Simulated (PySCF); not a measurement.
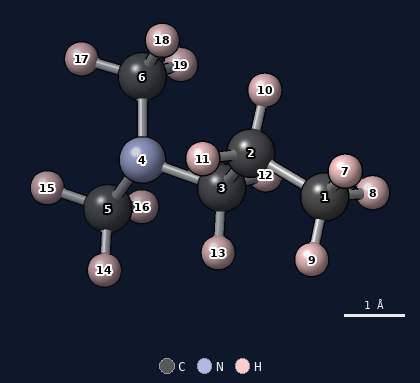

The input geometry (ball-and-stick view, seen at a tilt; atoms are numbered from 1 in the order of the input). Bond lengths as drawn: C–C 1.52 to 1.53 Å, C–H 1.09 to 1.11 Å and C–N 1.45 Å.

Run report: C₅H₁₃N, NMR shielding calculation

- system: C₅H₁₃N, SMILES CCCN(C)C
- method: GIAO PBE0/pcSseg-1 NMR shielding, non-relativistic, IEF-PCM chloroform (PySCF 2.14.0)

The geometry comes from this level: GFN2-xTB. Figures and captions count atoms from 1; the log counts them from 0 in places.

The input
```
{"job": {"xc": "PBE0", "basis": "pcSseg-1", "solvent": "chloroform", "kind": "nmr", "pop": false}, "charge": 0, "multiplicity": 1}
C     -2.712071     0.212722     0.024860
C     -1.341696    -0.122438     0.600510
C     -0.226747     0.241377    -0.379226
N      1.089160     0.207549     0.238501
C      2.071560     0.887968    -0.579394
C      1.520900    -1.141144     0.539926
H     -3.497284    -0.063298     0.724588
H     -2.876939    -0.326212    -0.905981
H     -2.792413     1.278268    -0.178381
H     -1.306199    -1.187447     0.833984
H     -1.180993     0.432567     1.525974
H     -0.277500    -0.422304    -1.262693
H     -0.396321     1.265290    -0.723792
H      1.760869     1.920676    -0.731818
H      3.028307     0.888961    -0.058692
H      2.210601     0.414223    -1.564890
H      2.504890    -1.102946     1.005083
H      0.829263    -1.598432     1.243365
H      1.582812    -1.776128    -0.359387
```

The first line tells a small driver script what to run in PySCF; the rest is the geometry in Å.

Launched with:
```bash
OMP_NUM_THREADS=1 python <driver script> task.json out
```

The program's output
```
coarse grid: 14552 points
cycle   1  E = -252.6790933505  dE =  4.061e-01  |g| = 3.798e-01  |ddm| = 3.546e+00
cycle   2  E = -252.6780689176  dE =  1.024e-03  |g| = 3.980e-01  |ddm| = 7.525e-01
cycle   3  E = -252.7193795636  dE = -4.131e-02  |g| = 3.794e-02  |ddm| = 3.870e-01
cycle   4  E = -252.7195754853  dE = -1.959e-04  |g| = 2.119e-02  |ddm| = 3.886e-02
cycle   5  E = -252.7196607852  dE = -8.530e-05  |g| = 4.802e-03  |ddm| = 1.875e-02
cycle   6  E = -252.7196653725  dE = -4.587e-06  |g| = 8.770e-04  |ddm| = 4.574e-03
final grid: 136872 points
cycle   7  E = -252.7545927609  dE = -4.337e-05  |g| = 9.182e-03  |ddm| = 3.004e-02
cycle   8  E = -252.7545884002  dE =  4.361e-06  |g| = 1.009e-02  |ddm| = 1.649e-02
cycle   9  E = -252.7546148109  dE = -2.641e-05  |g| = 4.444e-04  |ddm| = 8.711e-03
cycle  10  E = -252.7546148441  dE = -3.314e-08  |g| = 2.158e-04  |ddm| = 4.913e-04
cycle  11  E = -252.7546148533  dE = -9.251e-09  |g| = 3.626e-05  |ddm| = 1.711e-04
cycle  12  E = -252.7546148536  dE = -2.408e-10  |g| = 1.553e-05  |ddm| = 4.557e-05
```

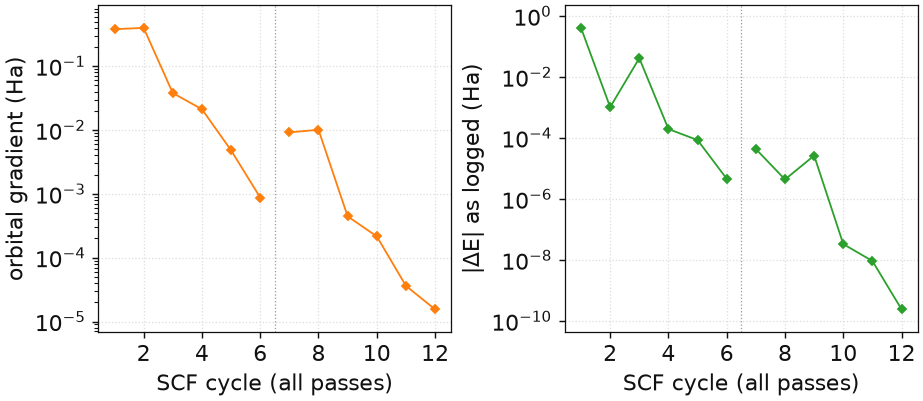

Convergence of the self-consistent field: orbital gradient and size of the energy change against the SCF cycle. The dotted line marks the change from a coarse to the final integration grid. The first 6 cycles use a coarse grid, the final grid takes over at cycle 7, and the field converges after 12 cycles in all.

```
converged SCF energy = -252.7546148536

GIAO shielding tensors (ppm)
atom      isotropic    diamagn.    paramagn.     s11        s22        s33       span
  0 C      173.138     245.930     -72.791    161.336    169.496    188.582     27.246
  1 C      160.119     248.324     -88.206    143.157    165.092    172.107     28.950
  2 C      121.840     250.303    -128.464     92.253    107.632    165.634     73.381
  3 N      221.318     322.651    -101.333    190.661    216.595    256.700     66.038
  4 C      137.173     246.932    -109.759    109.081    116.151    186.286     77.205
  5 C      142.472     248.484    -106.012    111.274    131.003    185.140     73.866
  6 H       30.479      27.662       2.817     25.748     27.678     38.010     12.262
  7 H       30.823      29.452       1.371     26.335     29.142     36.992     10.657
  8 H       30.844      29.505       1.340     26.465     29.094     36.974     10.510
  9 H       29.998      32.662      -2.664     24.551     31.305     34.138      9.587
 10 H       30.426      32.410      -1.984     25.534     30.576     35.168      9.634
 11 H       29.859      33.874      -4.014     26.396     30.368     32.814      6.418
 12 H       29.445      34.533      -5.088     24.348     30.387     33.600      9.252
 13 H       29.188      30.606      -1.418     24.880     26.870     35.813     10.933
 14 H       29.255      29.873      -0.618     25.052     26.464     36.248     11.196
 15 H       29.758      30.125      -0.368     26.514     27.104     35.656      9.142
 16 H       29.398      30.610      -1.212     25.200     26.853     36.139     10.938
 17 H       28.977      31.937      -2.959     23.792     28.311     34.830     11.038
 18 H       30.234      31.079      -0.845     27.084     27.560     36.058      8.974
```

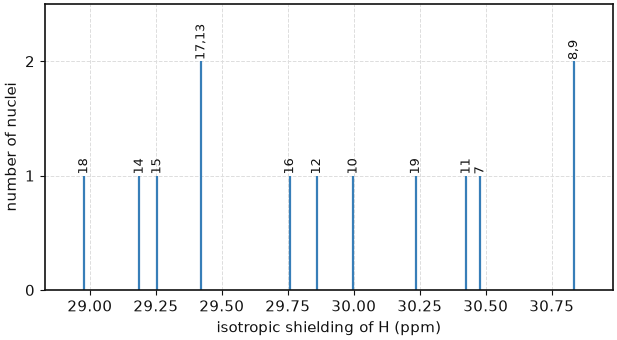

Isotropic shieldings of the hydrogen nuclei in this fixed geometry, labelled by atom number; shielding grows to the right, so chemical shift grows to the left. The least shielded is H18 (29.0 ppm), the most shielded H9 (30.8 ppm).

Results in brief

- outcome: converged
- total energy: −252.754615 hartree
- HOMO: −6.10 eV
- LUMO: 1.64 eV
- dipole moment: 0.70 D
- isotropic shielding, C: 121.8 to 173.1 ppm
- isotropic shielding, N: 221.3 ppm
- isotropic shielding, H: 29.0 to 30.8 ppm
- hardware: 1 CPU thread, shared host
- wall time: 18 s
- peak memory: 0.91 GiB
